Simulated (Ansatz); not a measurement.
**Nudged elastic band of BSiH$_{4}$ClF$_{2}$**

The run: nudged elastic band of BSiH$_{4}$ClF$_{2}$. Method and program: RKS B3LYP-D4/6-31G* (Ansatz 0.2.0).

One setting was made poor on purpose. It belongs to a series of runs on one base structure; here: band between the two ends.

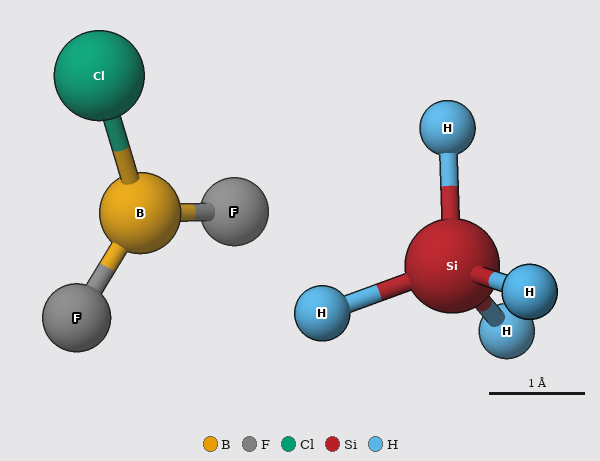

Figure 1. The structure as given in the input (ball-and-stick view, seen at a tilt). Bond lengths as drawn: B–Cl 1.75 Å, B–F 1.31 to 1.32 Å and H–Si 1.48 to 1.49 Å.

## Input file
```yaml
crystal:
  periodic: [false, false, false]
  atoms:
    - { symbol: B, position_ang: [0.073574, 0.668262, -0.239334] }
    - { symbol: F, position_ang: [-0.561216, 1.385029, 0.661527] }
    - { symbol: Cl, position_ang: [1.764314, 0.977039, -0.592503] }
    - { symbol: F, position_ang: [-0.576306, -0.277981, -0.88741] }
    - { symbol: Si, position_ang: [0.44049, -2.700311, 1.219239] }
    - { symbol: H, position_ang: [-0.910684, -3.172317, 0.824029] }
    - { symbol: H, position_ang: [1.342442, -2.707791, 0.040597] }
    - { symbol: H, position_ang: [0.993407, -3.57999, 2.281108] }
    - { symbol: H, position_ang: [0.338579, -1.31364, 1.750148] }
basis:
  gaussian: { orbitals: "6-31G*" }
hamiltonian:
  xc: b3lyp
  dispersion: d4
neb:
  order_check: false
  images: 2
  f_tol: 0.05
  max_iterations: 60
  climbing: false
  final_atoms:
    - { symbol: B, position_ang: [0.05526758, -0.66088641, -0.27595063] }
    - { symbol: F, position_ang: [0.68053476, 0.40244662, 1.98747957] }
    - { symbol: Cl, position_ang: [1.0617724, 0.07963927, -1.52745559] }
    - { symbol: F, position_ang: [-1.07253448, -0.01352832, 0.03320036] }
    - { symbol: Si, position_ang: [0.51780642, -2.4389197, 0.57879309] }
    - { symbol: H, position_ang: [0.3051739, -3.53468113, -0.40846034] }
    - { symbol: H, position_ang: [1.94219422, -2.45047968, 0.9962828] }
    - { symbol: H, position_ang: [-0.34945203, -2.69559273, 1.75989279] }
    - { symbol: H, position_ang: [-0.23616277, 0.59030208, 1.91361896] }
  initial_path:
    images:
      - { positions_ang: [[0.073574, 0.668262, -0.239334], [-0.561216, 1.385029, 0.661527], [1.764314, 0.977039, -0.592503], [-0.576306, -0.277981, -0.88741], [0.44049, -2.700311, 1.219239], [-0.910684, -3.172317, 0.824029], [1.342442, -2.707791, 0.040597], [0.993407, -3.57999, 2.281108], [0.338579, -1.31364, 1.750148]] }
      - { positions_ang: [[0.04475195, 0.22148473, -0.0932938], [-0.17821794, 0.47650305, 1.32015207], [1.68824876, 0.29350779, -0.81963354], [-0.92924542, -0.08472195, -0.75725935], [0.44904425, -2.28861136, 0.88891151], [-0.61978915, -3.07181148, 0.3409737], [1.66314952, -2.5382952, 0.26796689], [0.52171439, -2.61031504, 2.20935726], [0.26494364, -1.11944055, 1.70022626]] }
      - { positions_ang: [[0.03864981, -0.22156474, -0.10549934], [0.23569898, 0.14897559, 1.76213626], [1.45406823, -0.00562545, -1.1312844], [-1.09465492, 0.00342895, -0.45038923], [0.47481639, -2.20148092, 0.67542954], [-0.21450319, -3.19259952, -0.06985608], [1.86306693, -2.45252476, 0.58652882], [0.07409472, -2.31551595, 2.03561885], [0.07336305, -0.48479319, 1.75471658]] }
      - { positions_ang: [[0.05526758, -0.66088641, -0.27595063], [0.68053476, 0.40244662, 1.98747957], [1.0617724, 0.07963927, -1.52745559], [-1.07253448, -0.01352832, 0.03320036], [0.51780642, -2.4389197, 0.57879309], [0.3051739, -3.53468113, -0.40846034], [1.94219422, -2.45047968, 0.9962828], [-0.34945203, -2.69559273, 1.75989279], [-0.23616277, 0.59030208, 1.91361896]] }
```

Hardware: 2 threads of Intel Xeon @ 2.50GHz (Skylake/Cascade Lake), 32 GiB of memory available, shared host.

Command:
```bash
ansatz run input.yaml --threads 2 --pin off --max-ram 3072MiB --backend cpu --events-out ev --progress --plain --runs-dir out
```

## The program's output
```
Engine: ansatz 0.2.0, x86_64-unknown-linux-gnu
Functional definition: B3LYP
  parameter a0 = 0.2
  parameter ax = 0.72
  parameter ac = 0.81
  exchange = (1 - a0 - ax)*slater_x + ax*b88_x + a0*exact_x
  correlation = (1 - ac)*vwn_rpa_c + ac*lyp_c
929 factors; integrals over basis functions are off by at most 7.5e-4 eV
mean field evaluation 1: about -26577.4209 eV, gradient 3.5e1 eV
mean field evaluation 2: about -26575.5874 eV, gradient 5.2e1 eV
mean field evaluation 4: about -26579.3591 eV, gradient 9.3e-1 eV
mean field evaluation 8: about -26579.3793 eV, gradient 1.8e-2 eV
mean field -26579.37926576 eV, -976.7741718662 hartree, gradient 2.0e-5 eV, S^2 0.000000; 0 other end points of the search recorded, 0 dependent functions left out
the calculation of the forces begins
reference -26579.37951206 eV, -976.7741809178 hartree; 29, 29 occupied and 62, 62 virtual orbitals, 929 factors
929 factors; integrals over basis functions are off by at most 7.3e-4 eV
mean field evaluation 16: about -26573.8295 eV, gradient 5.1e1 eV
mean field -26577.43411125 eV, -976.7026887566 hartree, gradient 3.7e-5 eV, S^2 0.000000; 0 other end points of the search recorded, 0 dependent functions left out
the calculation of the forces begins
reference -26577.43434763 eV, -976.7026974435 hartree; 29, 29 occupied and 62, 62 virtual orbitals, 929 factors
NEB end point (image 0): max|allowed force component| = 1.582e-2 eV/Å (the criterion of neb.relax_end_points is 1.000e-2)
NEB end point (image 3): max|allowed force component| = 1.366e-2 eV/Å (the criterion of neb.relax_end_points is 1.000e-2)
929 factors; integrals over basis functions are off by at most 7.2e-4 eV
mean field evaluation 32: about -26576.0962 eV, gradient 5.4e0 eV
mean field -26576.18069178 eV, -976.6566264408 hartree, gradient 1.3e-5 eV, S^2 0.000000; 0 other end points of the search recorded, 0 dependent functions left out
the calculation of the forces begins
reference -26576.18092528 eV, -976.6566350214 hartree; 29, 29 occupied and 62, 62 virtual orbitals, 929 factors
929 factors; integrals over basis functions are off by at most 6.2e-4 eV
mean field -26570.32726781 eV, -976.4415170775 hartree, gradient 1.9e-5 eV, S^2 0.000000; 0 other end points of the search recorded, 0 dependent functions left out
the calculation of the forces begins
reference -26570.32749504 eV, -976.4415254278 hartree; 29, 29 occupied and 62, 62 virtual orbitals, 929 factors
NEB iter   1: max|band force component| = 4.846e1 eV/Å  barrier→ = 8.9872 eV  barrier← = 7.0815 eV  Δτ_max = 0.1942 Å  (100 SCF iters)
these checks for a lower state are left out or cut short: starts, cluster_reference, orbital_swaps, neighbouring_geometries, increment
929 factors; integrals over basis functions are off by at most 6.3e-4 eV
mean field evaluation 64: about -26577.6333 eV, gradient 8.1e-2 eV
mean field -26577.63332529 eV, -976.7100097375 hartree, gradient 8.5e-5 eV, S^2 0.000000; 0 other end points of the search recorded, 0 dependent functions left out
the calculation of the forces begins
reference -26577.63355696 eV, -976.7100182512 hartree; 29, 29 occupied and 62, 62 virtual orbitals, 929 factors
these checks for a lower state are left out or cut short: starts, cluster_reference, orbital_swaps, neighbouring_geometries, increment
929 factors; integrals over basis functions are off by at most 6.7e-4 eV
mean field -26576.64103096 eV, -976.6735435935 hartree, gradient 8.8e-6 eV, S^2 0.000000; 0 other end points of the search recorded, 0 dependent functions left out
the calculation of the forces begins
reference -26576.64125648 eV, -976.6735518812 hartree; 29, 29 occupied and 62, 62 virtual orbitals, 929 factors
NEB iter   2: max|band force component| = 2.874e0 eV/Å  barrier→ = 2.6801 eV  barrier← = 0.7744 eV  Δτ_max = 0.2000 Å  (64 SCF iters)
[... from here on the SCF iterations and repeated set-up lines of each step are left out, up to the last step ...]
NEB iter   3: max|band force component| = 1.397e0 eV/Å  barrier→ = 2.2944 eV  barrier← = 0.3887 eV  Δτ_max = 0.1994 Å  (60 SCF iters)
NEB iter   4: max|band force component| = 1.277e0 eV/Å  barrier→ = 2.1126 eV  barrier← = 0.2069 eV  Δτ_max = 0.1262 Å  (56 SCF iters)
NEB iter   5: max|band force component| = 5.239e-1 eV/Å  barrier→ = 2.0701 eV  barrier← = 0.1643 eV  Δτ_max = 0.2000 Å  (55 SCF iters)
NEB iter   6: max|band force component| = 1.818e0 eV/Å  barrier→ = 2.1488 eV  barrier← = 0.2431 eV  Δτ_max = 0.0977 Å  (55 SCF iters)
NEB iter   7: max|band force component| = 5.384e-1 eV/Å  barrier→ = 2.0461 eV  barrier← = 0.1404 eV  Δτ_max = 0.1037 Å  (53 SCF iters)
NEB iter   8: max|band force component| = 3.032e-1 eV/Å  barrier→ = 2.0290 eV  barrier← = 0.1233 eV  Δτ_max = 0.1029 Å  (53 SCF iters)
NEB iter   9: max|band force component| = 2.224e-1 eV/Å  barrier→ = 2.0219 eV  barrier← = 0.1161 eV  Δτ_max = 0.1292 Å  (52 SCF iters)
NEB iter  10: max|band force component| = 5.490e-1 eV/Å  barrier→ = 2.0218 eV  barrier← = 0.1161 eV  Δτ_max = 0.0553 Å  (56 SCF iters)
NEB iter  11: max|band force component| = 2.412e-1 eV/Å  barrier→ = 2.0172 eV  barrier← = 0.1115 eV  Δτ_max = 0.0339 Å  (54 SCF iters)
NEB iter  12: max|band force component| = 1.812e-1 eV/Å  barrier→ = 2.0172 eV  barrier← = 0.1115 eV  Δτ_max = 0.0175 Å  (52 SCF iters)
NEB iter  13: max|band force component| = 8.057e-2 eV/Å  barrier→ = 2.0169 eV  barrier← = 0.1112 eV  Δτ_max = 0.0044 Å  (51 SCF iters)
NEB iter  14: max|band force component| = 6.971e-2 eV/Å  barrier→ = 2.0168 eV  barrier← = 0.1111 eV  Δτ_max = 0.0058 Å  (44 SCF iters)
NEB iter  15: max|band force component| = 5.360e-2 eV/Å  barrier→ = 2.0168 eV  barrier← = 0.1110 eV  Δτ_max = 0.0023 Å  (45 SCF iters)
these checks for a lower state are left out or cut short: starts, cluster_reference, orbital_swaps, neighbouring_geometries, increment
929 factors; integrals over basis functions are off by at most 7.1e-4 eV
mean field -26578.64903288 eV, -976.7473363031 hartree, gradient 7.3e-5 eV, S^2 0.000000; 0 other end points of the search recorded, 0 dependent functions left out
the calculation of the forces begins
reference -26578.64926752 eV, -976.7473449258 hartree; 29, 29 occupied and 62, 62 virtual orbitals, 929 factors
these checks for a lower state are left out or cut short: starts, cluster_reference, orbital_swaps, neighbouring_geometries, increment
929 factors; integrals over basis functions are off by at most 7.6e-4 eV
mean field -26577.32064934 eV, -976.6985191082 hartree, gradient 1.3e-5 eV, S^2 0.000000; 0 other end points of the search recorded, 0 dependent functions left out
the calculation of the forces begins
reference -26577.32088040 eV, -976.6985275998 hartree; 29, 29 occupied and 62, 62 virtual orbitals, 929 factors
929 factors; integrals over basis functions are off by at most 7.1e-4 eV
mean field evaluation 256: about -26578.6059 eV, gradient 3.0e0 eV
mean field -26578.64903288 eV, -976.7473363031 hartree, gradient 7.3e-5 eV, S^2 0.000000; 1 other end points of the search recorded, 0 dependent functions left out
the calculation of the forces begins
reference -26578.64926752 eV, -976.7473449258 hartree; 29, 29 occupied and 62, 62 virtual orbitals, 929 factors
929 factors; integrals over basis functions are off by at most 7.6e-4 eV
mean field -26577.32064934 eV, -976.6985191082 hartree, gradient 1.3e-5 eV, S^2 0.000000; 1 other end points of the search recorded, 0 dependent functions left out
the calculation of the forces begins
reference -26577.32088040 eV, -976.6985275998 hartree; 29, 29 occupied and 62, 62 virtual orbitals, 929 factors
NEB iter  16: max|band force component| = 4.195e-2 eV/Å  barrier→ = 2.0167 eV  barrier← = 0.1110 eV  Δτ_max = 0.0000 Å  (92 SCF iters)
```

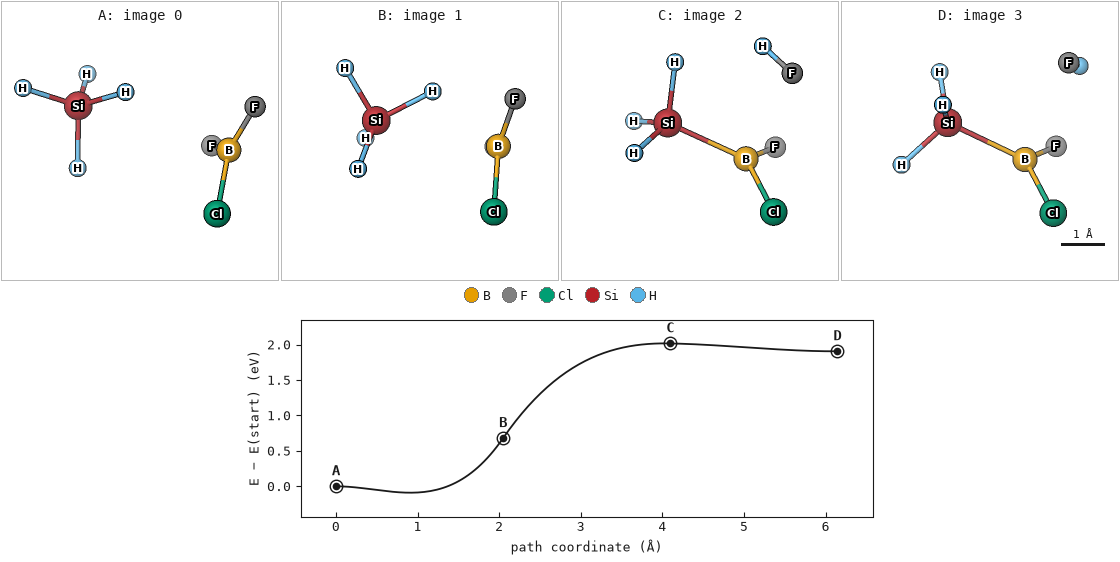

Figure 2. Images of the last band (counted from 0; ball-and-stick, seen at a tilt) above the energy along the path; the line is a cubic interpolation that uses the forces. The highest image is number 2, 2.017 eV above the start and 0.111 eV above the end; the end lies 1.906 eV above the start. The path is 6.14 Å long. The band converged in 16 iterations.

```
Total energy: -26577.62307892 eV, -976.7096331903 hartree
Atom 0 at     0.180561    -0.557457    -0.398787 Å, force    -0.000243    -0.006635     0.002776 eV/Å
Atom 1 at     0.092590     0.550832     1.893429 Å, force     0.011376    -0.007691     0.006320 eV/Å
Atom 2 at     1.512537     0.414666    -1.047894 Å, force    -0.006356    -0.003428    -0.007985 eV/Å
Atom 3 at    -1.051616    -0.146268    -0.637819 Å, force    -0.001321     0.006446     0.012416 eV/Å
Atom 4 at     0.509123    -2.353710     0.500301 Å, force     0.000772     0.001264    -0.005325 eV/Å
Atom 5 at    -0.434148    -3.389556    -0.001901 Å, force     0.010173    -0.004552    -0.010406 eV/Å
Atom 6 at     1.906451    -2.825576     0.332603 Å, force     0.001067     0.005111     0.010686 eV/Å
Atom 7 at     0.251813    -2.223984     1.970502 Å, force    -0.013836    -0.006887    -0.000175 eV/Å
Atom 8 at    -0.062712    -0.190647     2.446968 Å, force    -0.001632     0.016372    -0.008307 eV/Å
Dipole moment:    -0.103410    -0.346796     0.337585 e Å
this run last wrote the band of iteration 16 to [file]
```

## The last band as extended XYZ (Å, eV, eV/Å)
```
9
Properties=species:S:1:pos:R:3:forces:R:3 image=0 energy=-26579.63960
B     0.0736    0.6683   -0.2393   -0.0047   0.0155   0.0158
F    -0.5612    1.3850    0.6615    0.0015  -0.0045  -0.0053
Cl    1.7643    0.9770   -0.5925    0.0069   0.0007  -0.0030
F    -0.5763   -0.2780   -0.8874   -0.0048  -0.0114  -0.0081
Si    0.4405   -2.7003    1.2192   -0.0056  -0.0033  -0.0028
H    -0.9107   -3.1723    0.8240    0.0102   0.0050   0.0035
H     1.3424   -2.7078    0.0406   -0.0031  -0.0001   0.0046
H     0.9934   -3.5800    2.2811   -0.0032   0.0022  -0.0036
H     0.3386   -1.3136    1.7501    0.0028  -0.0041  -0.0011
9
Properties=species:S:1:pos:R:3:forces:R:3 image=1 energy=-26578.96036
B     0.0550    0.2848   -0.0086   -0.1804   0.9900   0.4772
F     0.0222    0.8870    1.1887   -0.0831   0.3997  -0.8449
Cl    1.5145    0.3636   -0.9948    0.0180  -0.0622   0.0702
F    -1.0643   -0.1535   -0.5531    0.0194  -0.0181   0.0662
Si    0.4814   -2.4160    1.0065   -0.0294  -0.0506   0.6025
H    -0.4958   -3.0677    0.0883   -0.0578   0.3765   0.1054
H     1.8379   -2.6254    0.4305   -0.0765   0.2378   0.1446
H     0.3626   -2.9766    2.3440    0.1155  -0.8860   0.4417
H     0.1911   -1.0179    1.5558    0.2743  -0.9871  -1.0630
9
Properties=species:S:1:pos:R:3:forces:R:3 image=2 energy=-26577.62285
B     0.1806   -0.5575   -0.3988   -0.0002  -0.0066   0.0028
F     0.0926    0.5508    1.8934    0.0114  -0.0077   0.0063
Cl    1.5125    0.4147   -1.0479   -0.0064  -0.0034  -0.0080
F    -1.0516   -0.1463   -0.6378   -0.0013   0.0064   0.0124
Si    0.5091   -2.3537    0.5003    0.0008   0.0013  -0.0053
H    -0.4341   -3.3896   -0.0019    0.0102  -0.0046  -0.0104
H     1.9065   -2.8256    0.3326    0.0011   0.0051   0.0107
H     0.2518   -2.2240    1.9705   -0.0138  -0.0069  -0.0002
H    -0.0627   -0.1906    2.4470   -0.0016   0.0164  -0.0083
9
Properties=species:S:1:pos:R:3:forces:R:3 image=3 energy=-26577.73388
B     0.0553   -0.6609   -0.2760    0.0063  -0.0014   0.0095
F     0.6805    0.4024    1.9875   -0.0137  -0.0035  -0.0074
Cl    1.0618    0.0796   -1.5275   -0.0068  -0.0035   0.0045
F    -1.0725   -0.0135    0.0332    0.0058   0.0053   0.0016
Si    0.5178   -2.4389    0.5788    0.0001   0.0094  -0.0136
H     0.3052   -3.5347   -0.4085    0.0005  -0.0083   0.0002
H     1.9422   -2.4505    0.9963    0.0027  -0.0007   0.0018
H    -0.3495   -2.6956    1.7599   -0.0012   0.0035   0.0028
H    -0.2362    0.5903    1.9136    0.0062  -0.0008   0.0006
```

## Key numbers

| quantity | value |
| --- | --- |
| outcome | converged |
| barrier, forward | 2.017 eV |
| barrier, backward | 0.111 eV |
| wall time | 1.8 min (CPU time 3.5 min) |
| peak memory | 0.21 GiB |

## Notes

A deliberately poor setting: few images. The order of the saddle point was not checked.
